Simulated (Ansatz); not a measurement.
# GeF2 (SMILES [F][Ge][F]) at 6 levels

Wanted: a comparison of 6 runs (HF/STO-3G, UHF/STO-3G, B2PLYP/STO-3G, revPBE/STO-3G, wB97M-V/STO-3G, UMP2/STO-3G) of GeF2. 

The calculation is run with Ansatz 0.2.0.

50 further runs of the same task are left out: 17 that didn't finish, 33 set aside as unsound or not needed.

## Step 1: The structure to begin with

The species is GeF2 (3 atoms), meant as a singlet with charge 0. As SMILES, `[F][Ge][F]`. The F3–Ge1 distance was set to 2.247 Å, away from the relaxed value.

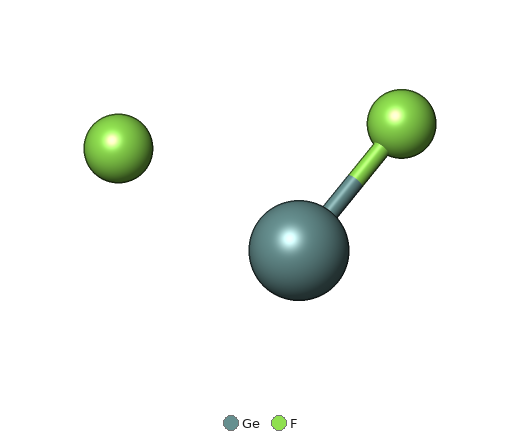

The structure, seen from a chosen angle (germanium teal, fluorine green).

## Step 2: The energy at HF/STO-3G (run 1)

File job.yaml:

```yaml
crystal:
  periodic: [false, false, false]
  atoms:
    - {symbol: Ge, position_ang: [0.336932, -0.016567, -1.114704]}
    - {symbol: F, position_ang: [1.653242, -0.027397, 0.112776]}
    - {symbol: F, position_ang: [-1.325320, 0.026670, 0.397200]}
basis:
  gaussian:
    orbitals: STO-3G
accuracy: high
hamiltonian:
  xc: hf
```

Run with:

```
$ ansatz run job.yaml --threads 1 --pin off --max-ram 2610MiB --events-out events.jsonl --progress --plain --runs-dir runs
```

Log:

```text
Warning: RAYON_NUM_THREADS=1 ignored (pool sized by the plan → 1); use --threads N
Functional definition: HF
  name "HF"
  exchange = exact_x
  correlation = 0
406 factors; integrals over basis functions are off by at most 4.0e-8 eV
mean field evaluation 1: about -61157.3208 eV, gradient 2.6e1 eV
mean field evaluation 2: about -61157.3905 eV, gradient 2.6e1 eV
mean field evaluation 4: about -61162.9310 eV, gradient 4.9e0 eV
mean field evaluation 8: about -61163.2265 eV, gradient 3.6e-2 eV
mean field evaluation 16: about -61163.2135 eV, gradient 3.7e-9 eV
mean field -61163.21345132 eV, -2247.7066364208 hartree, gradient 3.7e-9 eV, S^2 0.000000; 0 other end points of the search recorded, 0 dependent functions left out
reference -61163.21345132 eV, -2247.7066364208 hartree; 25, 25 occupied and 3, 3 virtual orbitals, 406 factors
Total energy: -61163.21345132 eV, -2247.7066364208 hartree
```

Run time: 0.2 s. Hardware: 1 thread of Arm Neoverse V1, shared host.

## Step 3: The energy at UHF/STO-3G (run 2)

File run.yaml:

```yaml
basis:
  gaussian: {orbitals: STO-3G}
crystal:
  periodic: [false, false, false]
  atoms:
    - {symbol: Ge, position_ang: [0.336932, -0.016567, -1.114704]}
    - {symbol: F, position_ang: [1.653242, -0.027397, 0.112776]}
    - {symbol: F, position_ang: [-1.325320, 0.026670, 0.397200]}
magnetization: {spin_polarized: true}
hamiltonian: {xc: hf}
accuracy: high
```

Run with:

```
$ ansatz run run.yaml --threads 1 --pin off --max-ram 2610MiB --events-out events.jsonl --progress --plain --runs-dir runs
```

Log, cut to the lines that bear on the results:

```text
Warning: RAYON_NUM_THREADS=1 ignored (pool sized by the plan → 1); use --threads N
[... 2 set-up lines as earlier in the session ...]
[...]
406 factors; integrals over basis functions are off by at most 4.0e-8 eV
[...]
mean field -61163.78077202 eV, -2247.7274850720 hartree, gradient 2.8e-8 eV, S^2 0.563467; 7 other end points of the search recorded, 0 dependent functions left out
reference -61163.78077202 eV, -2247.7274850720 hartree; 25, 25 occupied and 3, 3 virtual orbitals, 406 factors
Total energy: -61163.78077202 eV, -2247.7274850720 hartree
```

Wall time 1.2 s (1 thread of Arm Neoverse V1, shared host).

## Step 4: A single-point energy at B2PLYP/STO-3G (run 3)

File in.yaml:

```yaml
crystal:
  periodic: [false, false, false]
  atoms:
    - {symbol: Ge, position_ang: [0.336932, -0.016567, -1.114704]}
    - {symbol: F, position_ang: [1.653242, -0.027397, 0.112776]}
    - {symbol: F, position_ang: [-1.325320, 0.026670, 0.397200]}
basis:
  gaussian: {orbitals: STO-3G}
hamiltonian: {xc: {name: B2PLYP}}
correlation: {frozen_orbitals: {F: 1, Ge: 9}}
accuracy: high
```

Run with:

```
$ ansatz run in.yaml --threads 1 --pin off --max-ram 2610MiB --events-out events.jsonl --progress --plain --runs-dir runs
```

Log, cut to the lines that bear on the results:

```text
Warning: RAYON_NUM_THREADS=1 ignored (pool sized by the plan → 1); use --threads N
Functional definition: B2PLYP
  name "B2PLYP"
[...]
406 factors; integrals over basis functions are off by at most 4.0e-8 eV
[...]
mean field -61202.55379514 eV, -2249.1523673906 hartree, gradient 3.5e-8 eV, S^2 0.000000; 0 other end points of the search recorded, 0 dependent functions left out; unrestricted orbitals would lower it
11 core orbitals not correlated: weight in the atoms' cores, before any rotation towards them, 1.000 or more for the frozen orbitals, at most 0.000 for the correlated occupied ones
reference -61202.55380867 eV, -2249.1523678876 hartree; 14, 14 occupied and 3, 3 virtual orbitals, 406 factors
second order -4.52860234 eV of doubles, -0.00000000 eV of singles
Total energy: -61203.77653130 eV, -2249.1973021155 hartree
```

Run time: 2 s. Hardware: 1 thread of Arm Neoverse V1, shared host; peak memory 0.096 GiB.

Runs 4 to 5 aren't shown in full; the table further down has their settings and results.

## Step 5: A single-point energy at UMP2/STO-3G (run 6)

File run.yaml:

```yaml
crystal:
  periodic: [false, false, false]
  atoms:
    - {symbol: Ge, position_ang: [0.336932, -0.016567, -1.114704]}
    - {symbol: F, position_ang: [1.653242, -0.027397, 0.112776]}
    - {symbol: F, position_ang: [-1.325320, 0.026670, 0.397200]}
basis:
  gaussian: {orbitals: STO-3G}
magnetization: {spin_polarized: true}
correlation: {method: mp2, frozen_orbitals: {F: 1, Ge: 9}}
accuracy: high
```

Run with:

```
$ ansatz run run.yaml --threads 1 --pin off --max-ram 2610MiB --events-out events.jsonl --progress --plain --runs-dir runs
```

Log, cut to the lines that bear on the results:

```text
Warning: RAYON_NUM_THREADS=1 ignored (pool sized by the plan → 1); use --threads N
[... 2 set-up lines as earlier in the session ...]
[...]
406 factors; integrals over basis functions are off by at most 4.0e-8 eV
[...]
mean field -61163.78077202 eV, -2247.7274850720 hartree, gradient 2.8e-8 eV, S^2 0.563467; 14 other end points of the search recorded, 0 dependent functions left out
11 core orbitals not correlated: weight in the atoms' cores, before any rotation towards them, 1.000 or more for the frozen orbitals, at most 0.000 for the correlated occupied ones
reference -61163.78077202 eV, -2247.7274850720 hartree; 14, 14 occupied and 3, 3 virtual orbitals, 406 factors
second order -1.47482980 eV of doubles, -0.00000000 eV of singles
Total energy: -61165.25560182 eV, -2247.7816840676 hartree
```

Wall time 1.9 s (1 thread of Arm Neoverse V1, shared host).

## Step 6: The series

| run | level | frozen core orbitals | energy (Eh) | wall time |
| --- | --- | --- | --- | --- |
| 1 | HF/STO-3G | – | -2247.706636 | 0.2 s |
| 2 | UHF/STO-3G | – | -2247.727485 | 1.2 s |
| 3 | B2PLYP/STO-3G | 11 | -2249.197302 | 2 s |
| 4 | revPBE/STO-3G | – | -2249.511024 | 4.8 s |
| 5 | wB97M-V/STO-3G | – | -2249.812440 | 22 s |
| 6 | UMP2/STO-3G | 11 | -2247.781684 | 1.9 s |

## Step 7: Summary of results

| quantity | value |
| --- | --- |
| run 6: total energy | -2247.78168 Eh |
| run 6: correlation energy (11 core orbitals frozen) | -54.2 mEh |
| run 6: ⟨S²⟩ of the reference determinant | 0.563 |

In words: Totals of different functionals can't be ranked against each other. In run 3 the log says that unrestricted orbitals would lower the reference, so the values rest on an unstable closed-shell determinant (other closed-shell runs at this shape may share the fault). In runs 1, 2, 3, 4, 5, 6 the basis is minimal, so the values are rough. Spin contamination of the reference: run 2 ⟨S²⟩ = 0.56, run 6 ⟨S²⟩ = 0.56. All runs together took 32 s, the longest 22 s.
